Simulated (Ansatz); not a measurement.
The compound is CdHgS₂ (space group P-6m2, No. 187), taken as the input geometry of an electronic-structure calculation (not necessarily at equilibrium); the starting structure was generated, so it need not be a known form of this composition.

```cif
data_structure
_symmetry_space_group_name_H-M 'P 1'
_symmetry_Int_Tables_number 1
_cell_length_a 4.0518
_cell_length_b 4.0518
_cell_length_c 7.6301
_cell_angle_alpha 90.000
_cell_angle_beta 90.000
_cell_angle_gamma 120.000
_cell_volume 108.48
loop_
_atom_site_label
_atom_site_type_symbol
_atom_site_fract_x
_atom_site_fract_y
_atom_site_fract_z
_atom_site_occupancy
Cd1 Cd 0.33333 0.66667 0.00000 1
Hg1 Hg 0.00000 0.00000 0.50000 1
S1 S 0.00000 0.00000 0.80688 1
S2 S 0.00000 0.00000 0.19312 1
```

Describe the stacking along c, naming the columns A, B, C as they first turn up.

Cd(A) – S(B) – Hg(B) – S(B) (four layers in 7.63 Å).

S layers alone: BB, a sequence in which some neighbouring layers lie directly above each other.

Hg: one linear site; Cd: one trigonal-prismatic site (per hexagonal cell).

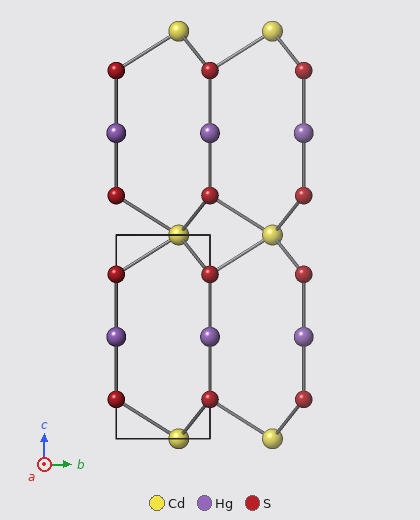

Projection along an edge of the hexagonal mesh, stacking direction c upwards. Every atom sits on one of the three columns of the mesh; call them A, B, C in the order in which they first turn up. The sequence starts with the first layer at or above the cell's origin.
